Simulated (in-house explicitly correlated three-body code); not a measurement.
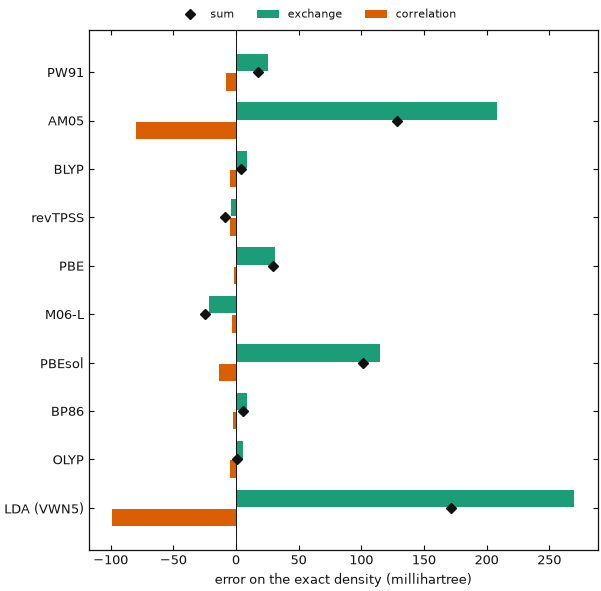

Two electrons around a point charge Z = 3.44. Computed variationally in 260 exponentially correlated functions with an in-house code, non-relativistic, converged to about 10⁻⁷ hartree. The exact exchange and correlation energies are −1926 and −43.90 millihartree. The plot shows the errors of AM05, BLYP, BP86, LDA (VWN5), M06-L, OLYP, PBE, PBEsol, PW91 and revTPSS, evaluated on the exact density.

Question: Which functional is best in the sum, and where do errors cancel?

Answer: By the size of the summed error (millihartree): OLYP +1.2, BLYP +4.1, BP86 +5.9, revTPSS −8.6, PW91 +18, M06-L −25, PBE +30, PBEsol +102, AM05 +128, LDA (VWN5) +171. Errors of exchange and correlation cancel by a quarter or more for OLYP (+5.7 and −4.5), BLYP (+8.6 and −4.5), BP86 (+8.6 and −2.7), PW91 (+26 and −8.1), AM05 (+208 and −80) and LDA (VWN5) (+270 and −99).
